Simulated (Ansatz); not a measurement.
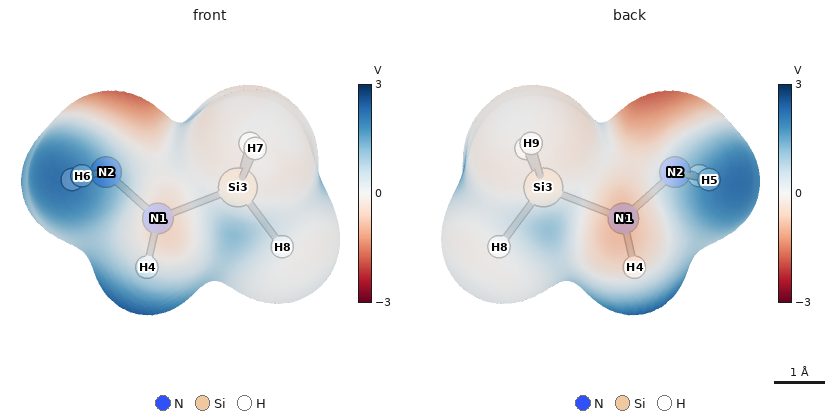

*H$_{6}$N$_{2}$Si (SMILES NN[SiH3]). The electrostatic potential painted on the density surface at 0.004 e/bohr³, seen from the front and from behind; the colour scale runs from red (negative) to blue (positive).*

Geometry: r2SCAN-D4/def2-SVP.

Method: isolated molecule in a Gaussian basis; Kohn-Sham density functional theory, functional PBE0 (Ansatz 0.2.0).

```yaml
atoms:
  - { symbol: N, position_ang: [0.1999, 0.7626, -0.3433] }
  - { symbol: N, position_ang: [-0.0637, 1.1617, -1.6652] }
  - { symbol: Si, position_ang: [0.1245, -0.9345, -0.0083] }
  - { symbol: H, position_ang: [0.6147, 1.4451, 0.2902] }
  - { symbol: H, position_ang: [-0.7766, 1.8930, -1.6857] }
  - { symbol: H, position_ang: [0.7755, 1.5306, -2.1178] }
  - { symbol: H, position_ang: [1.0876, -1.7535, -0.8141] }
  - { symbol: H, position_ang: [0.4709, -1.0731, 1.4406] }
  - { symbol: H, position_ang: [-1.2404, -1.4901, -0.2561] }
```

> Which sites attract a positive test charge, and which a negative one?

A positive charge is drawn to the negative regions and a negative charge to the positive ones. The most negative region (about −1.7 V, or −39 kcal/mol for a unit charge) lies over N2, the most positive (about +2.4 V, or +55 kcal/mol for a unit charge) over H4. N2 is the likeliest acceptor of a hydrogen bond.

> How polar is the molecule by this calculation?

Its dipole moment is 2.26 D.
